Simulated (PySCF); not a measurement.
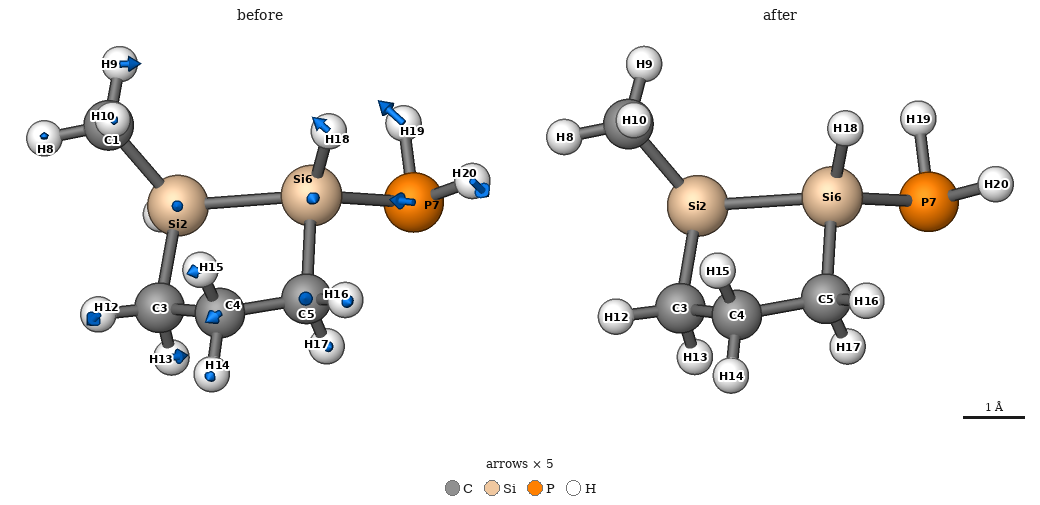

The structure of C4H13PSi2 before (left) and after (right) a relaxation, at one scale. The blue arrows give the displacements, 5 times their true length.

The picture is a ball-and-stick view, seen at a tilt.

The start comes from GFN2-xTB. Its atoms were then displaced at random by about 0.01 Å.

All numbers below come from PySCF 2.14.0, density-fitted response routines, PBE0-D3(BJ)/def2-SVP geometry optimisation, gas phase. 

Describe what moved and what it gained.

Answer. The largest move after the best rigid fit is that of an H atom, 0.13 Å. Largest moves by element: H 0.13 Å, P 0.10 Å, C 0.07 Å, Si 0.05 Å. Among the contacts that change: H–P 1.365 → 1.431 Å, C–C 1.493 → 1.536 Å, C–H 1.067 → 1.103 Å, H–Si 1.463 → 1.498 Å. Bond angles that change, for instance: Si–Si–H 120.7° → 115.4°, Si–Si–H 117.1° → 113.3°, Si–Si–P 118.2° → 114.7°. After 6 geometry steps the energy has fallen by 0.255 eV. The run took 2.1 min on 1 thread of Intel(R) Xeon(R) Platinum 8259CL CPU @ 2.50GHz (shared host).
